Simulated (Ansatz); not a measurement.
# One shape, several levels: doublet [As2]−

Wanted: a comparison of 6 runs (UHF/STO-3G, UHF/def2-TZVPPD, U-r2SCAN0/def2-TZVPPD, UBHLYP/def2-TZVPPD, UCCSD/def2-TZVPPD, UCCSD(T)/def2-TZVPPD) of doublet [As2]−. 

The results are computed with Ansatz 0.2.0.

13 further runs of the same task are left out: 13 set aside as unsound or not needed.

**1. The system as given**

The species is [As2]− (2 atoms), meant as a doublet with charge -1. SMILES of the parent species: `[As]#[As]`. Geometry: relaxed at PBE0-D4/def2-TZVP. That shape belongs to the parent species and isn't relaxed for this state.

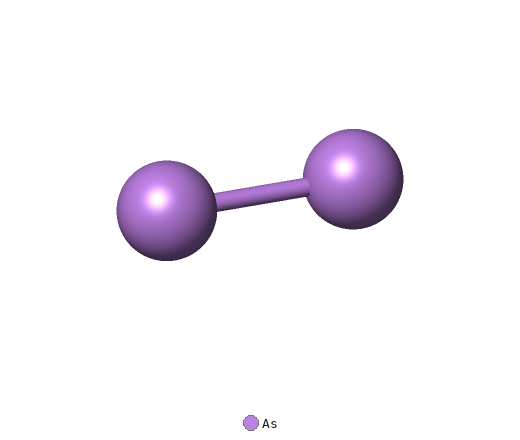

Viewed from a chosen angle; arsenic purple.

**2. The energy at UHF/STO-3G (run 1)**

File run.yaml:

```yaml
crystal:
  periodic: [false, false, false]
  atoms:
    - symbol: As
      position_ang: [0.000000, -0.000000, 0.002480]
    - symbol: As
      position_ang: [-0.000000, 0.000000, 2.091490]
basis:
  gaussian:
    orbitals: STO-3G
total_charge: -1
magnetization:
  spin_polarized: true
  initial_magnetization: 1
hamiltonian:
  xc: hf
accuracy: high
output:
  orbitals: {seedname: orbitals}
```

On the command line:

```bash
ansatz run run.yaml --threads 1 --pin off --max-ram 3480MiB --events-out events.jsonl --progress --plain --runs-dir runs
```

Log:

```text
Warning: RAYON_NUM_THREADS=1 ignored (pool sized by the plan → 1); use --threads N
Functional definition: HF
  name "HF"
  exchange = exact_x
  correlation = 0
452 factors; integrals over basis functions are off by at most 9.7e-9 eV
mean field evaluation 1: about -120230.3799 eV, gradient 2.4e0 eV
mean field evaluation 2: about -120230.4166 eV, gradient 2.4e0 eV
mean field evaluation 4: about -120230.4604 eV, gradient 7.4e-2 eV
mean field evaluation 8: about -120230.4605 eV, gradient 5.8e-4 eV
mean field evaluation 16: about -120230.4605 eV, gradient 4.8e-7 eV
mean field evaluation 32: about -120230.7917 eV, gradient 8.6e-8 eV
mean field evaluation 64: about -120230.5982 eV, gradient 1.1e0 eV
mean field -120230.79168099 eV, -4418.4000989186 hartree, gradient 8.6e-8 eV, S^2 1.269487; 3 other end points of the search recorded, 0 dependent functions left out
reference -120230.79168099 eV, -4418.4000989186 hartree; 34, 33 occupied and 2, 3 virtual orbitals, 452 factors
Total energy: -120230.79168099 eV, -4418.4000989186 hartree
```

Run time: 0.95 s. Hardware: 1 thread of Arm Neoverse V2, shared host; peak memory 0.096 GiB.

**3. The energy at UHF/def2-TZVPPD (run 2)**

File in.yaml:

```yaml
crystal:
  periodic: [false, false, false]
  atoms:
    - symbol: As
      position_ang: [0.000000, -0.000000, 0.002480]
    - symbol: As
      position_ang: [-0.000000, 0.000000, 2.091490]
basis:
  gaussian: {orbitals: def2-TZVPPD.json}
total_charge: -1
magnetization: {spin_polarized: true, initial_magnetization: 1}
hamiltonian: {xc: hf}
accuracy: high
output: {orbitals: {seedname: orbitals}}
```

The basis set def2-TZVPPD is read from a file made from the Basis Set Exchange's data (not shown).

On the command line:

```bash
ansatz run in.yaml --threads 1 --pin off --max-ram 3480MiB --events-out events.jsonl --progress --plain --runs-dir runs
```

Log:

```text
Warning: RAYON_NUM_THREADS=1 ignored (pool sized by the plan → 1); use --threads N
Functional definition: HF
  name "HF"
  exchange = exact_x
  correlation = 0
1359 factors; integrals over basis functions are off by at most 4.7e-9 eV
mean field evaluation 1: about -121590.9745 eV, gradient 1.0e1 eV
mean field evaluation 2: about -121591.1229 eV, gradient 1.0e1 eV
mean field evaluation 4: about -121591.8920 eV, gradient 1.4e0 eV
mean field evaluation 8: about -121591.9314 eV, gradient 4.8e-2 eV
mean field evaluation 16: about -121591.9316 eV, gradient 6.3e-4 eV
mean field evaluation 32: about -121591.9316 eV, gradient 1.6e-7 eV
mean field evaluation 64: about -121591.9316 eV, gradient 4.3e-5 eV
mean field evaluation 96: about -121592.0059 eV, gradient 3.4e-1 eV
mean field evaluation 128: about -121591.9972 eV, gradient 4.0e-1 eV
mean field evaluation 160: about -121591.9316 eV, gradient 2.0e-7 eV
mean field -121592.03288180 eV, -4468.4247903662 hartree, gradient 1.8e-8 eV, S^2 1.156176; 3 other end points of the search recorded, 0 dependent functions left out
reference -121592.03288180 eV, -4468.4247903662 hartree; 34, 33 occupied and 74, 75 virtual orbitals, 1359 factors
Total energy: -121592.03288180 eV, -4468.4247903662 hartree
```

It took 16 s on 1 thread of Arm Neoverse V2, shared host; peak memory 0.36 GiB.

Runs 3 to 4 aren't shown in full; the table further down has their settings and results.

**4. The energy at UCCSD/def2-TZVPPD (run 5)**

File molecule.yaml:

```yaml
crystal:
  periodic: [false, false, false]
  atoms:
    - {symbol: As, position_ang: [0.000000, -0.000000, 0.002480]}
    - {symbol: As, position_ang: [-0.000000, 0.000000, 2.091490]}
basis:
  gaussian:
    orbitals: def2-TZVPPD.json
accuracy: high
magnetization:
  spin_polarized: true
  initial_magnetization: 1
total_charge: -1
scf:
  omitted_lower_state_checks: [cluster_reference, increment]
correlation:
  method: ccsd
  frozen_orbitals: {As: 9}
```

The basis set def2-TZVPPD is read from a file made from the Basis Set Exchange's data (not shown).

On the command line:

```bash
ansatz run molecule.yaml --threads 1 --pin off --max-ram 3480MiB --events-out events.jsonl --progress --plain --runs-dir runs
```

Log:

```text
Warning: RAYON_NUM_THREADS=1 ignored (pool sized by the plan → 1); use --threads N
[... 15 lines left out ...]
18 core orbitals not correlated: weight in the atoms' cores, before any rotation towards them, 1.000 or more for the frozen orbitals, at most 0.000 for the correlated occupied ones
[... 28 lines left out ...]
Total energy: -121605.78009360 eV, -4468.9299910815 hartree
Checks for a lower state left out: cluster_reference, increment
```

Run time: 35 s. Hardware: 1 thread of Arm Neoverse V2, shared host; peak memory 0.75 GiB.

**5. The energy at UCCSD(T)/def2-TZVPPD (run 6)**

File in.yaml:

```yaml
crystal:
  periodic: [false, false, false]
  atoms:
    - {symbol: As, position_ang: [0.000000, -0.000000, 0.002480]}
    - {symbol: As, position_ang: [-0.000000, 0.000000, 2.091490]}
basis:
  gaussian:
    orbitals: def2-TZVPPD.json
total_charge: -1
magnetization:
  spin_polarized: true
  initial_magnetization: 1
correlation:
  method: ccsd_t
  frozen_orbitals: {As: 9}
accuracy: high
scf:
  omitted_lower_state_checks: [cluster_reference, increment]
```

The basis set def2-TZVPPD is read from a file made from the Basis Set Exchange's data (not shown).

On the command line:

```bash
ansatz run in.yaml --threads 1 --pin off --max-ram 3480MiB --events-out events.jsonl --progress --plain --runs-dir runs
```

Log:

```text
Warning: RAYON_NUM_THREADS=1 ignored (pool sized by the plan → 1); use --threads N
[... 15 lines left out ...]
18 core orbitals not correlated: weight in the atoms' cores, before any rotation towards them, 1.000 or more for the frozen orbitals, at most 0.000 for the correlated occupied ones
[... 30 lines left out ...]
Total energy: -121606.47042286 eV, -4468.9553602139 hartree
Checks for a lower state left out: cluster_reference, increment
```

Run time: 65 s. Hardware: 1 thread of Arm Neoverse V2, shared host; peak memory 0.97 GiB.

**6. Overview of the runs**

```
run                  level  frozen core orbitals   energy (Eh)  HOMO energy (eV)  LUMO energy (eV)   ⟨S²⟩  wall time
  1             UHF/STO-3G                     –  -4418.400099              4.57             13.65  1.269     0.95 s
  2        UHF/def2-TZVPPD                     –  -4468.424790             -0.86              6.09  1.156       16 s
  3  U-r2SCAN0/def2-TZVPPD                     –  -4471.741187              1.11              2.93  0.759       39 s
  4     UBHLYP/def2-TZVPPD                     –  -4471.750172              0.57              3.79  0.758       16 s
  5      UCCSD/def2-TZVPPD                    18  -4468.929991                 –                 –  1.156       35 s
  6   UCCSD(T)/def2-TZVPPD                    18  -4468.955360                 –                 –  1.156       65 s
```

**7. Summary of results**

```
                                           quantity           value
                                run 6: total energy  -4468.95536 Eh
run 6: correlation energy (18 core orbitals frozen)      -530.6 mEh
                              run 6: (T) correction      -25.37 mEh
           run 6: ⟨S²⟩ of the reference determinant           1.156
                               run 6: T1 diagnostic           0.044
```

Below the UHF energy at the same shape and in the same basis (def2-TZVPPD): UCCSD -505.2 mEh; UCCSD(T) -530.6 mEh. Totals of different functionals can't be ranked against each other. In runs 1, 3, 4 the HOMO lies above zero, so the outermost electron may be held by the basis alone. In run 1 the basis is minimal, so the values are rough. Spin contamination of the reference: run 1 ⟨S²⟩ = 1.27, run 2 ⟨S²⟩ = 1.16, run 5 ⟨S²⟩ = 1.16, run 6 ⟨S²⟩ = 1.16. All runs together took 2.9 min, the longest 65 s.
